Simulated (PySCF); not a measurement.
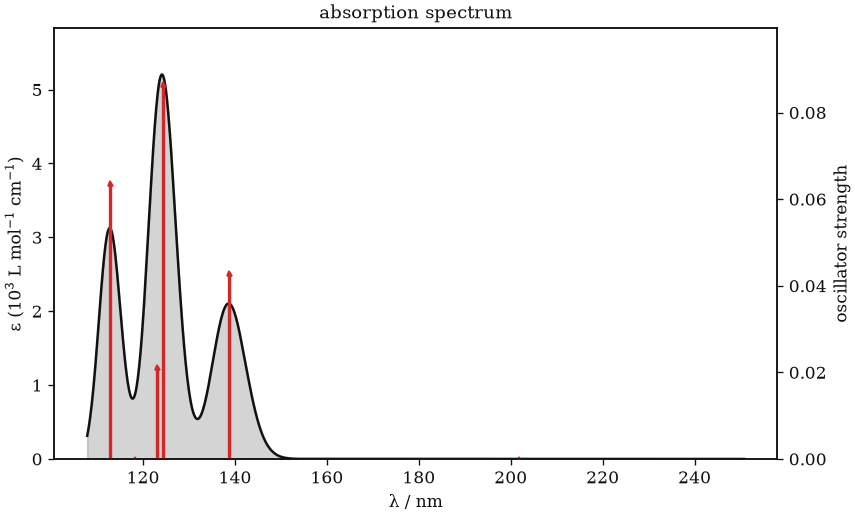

Vertical TDDFT excitations, PBE0/def2-SVPD with PySCF 2.14.0, at a GFN2-xTB geometry (no frequency check), gas phase. Only the first 6 singlet excitations are included; each is broadened by a Gaussian of 1/e half-width 0.33 eV. Sticks give oscillator strengths (right axis).

> Whose absorption spectrum is this?
A. C₄H₅NO, SMILES N#CC1COC1
B. C₆H₁₂O₂, SMILES C=CCC(OC)OC
C. BH₂F, SMILES BF
D. C₅H₆N₂O, SMILES CC(=O)n1cccn1

Option C. Its lowest singlet lies at 6.14 eV (f = 0.000) and the brightest of those computed is S3 at 9.97 eV (124 nm), f = 0.086, mainly HOMO−1 → LUMO (96 %).

Caveats: states above the negative HOMO energy depend on the basis; the tight-binding geometry is rougher than a DFT one and adds to the error; core orbitals are frozen in the response.
